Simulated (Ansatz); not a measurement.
The reference is SiC (space group P6_3mc, No. 186; a = 3.094 Å, c = 10.129 Å). Axes: x lies along a and z along c of the hexagonal cell.

Structures relaxed with DFT with PBE, PAW potentials and a 420 eV plane-wave cutoff in Ansatz (a quantum-chemistry and plane-wave program), scalar-relativistic without spin-orbit coupling.

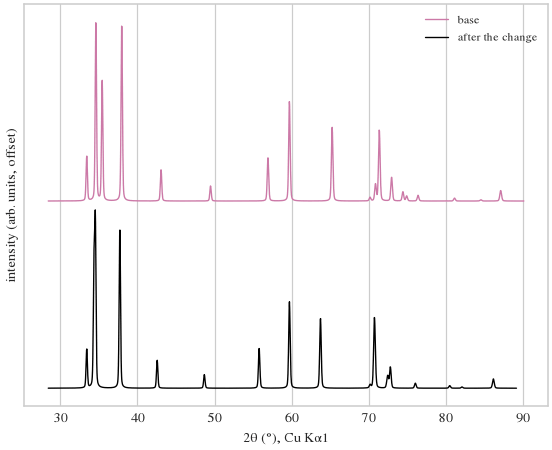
*Simulated powder patterns before (top) and after one change*

Which change produced these results?
A. uniaxial strain ε_zz = +1.50 %
B. uniaxial strain ε_zz = +0.75 %
C. uniaxial strain ε_zz = +3.00 %

C, uniaxial strain ε_zz = +3.00 %. Its volume per atom is 10.81 Å³ against 10.50 Å³, and its space group is P6_3mc (No. 186).

No phonon test of stability was made.
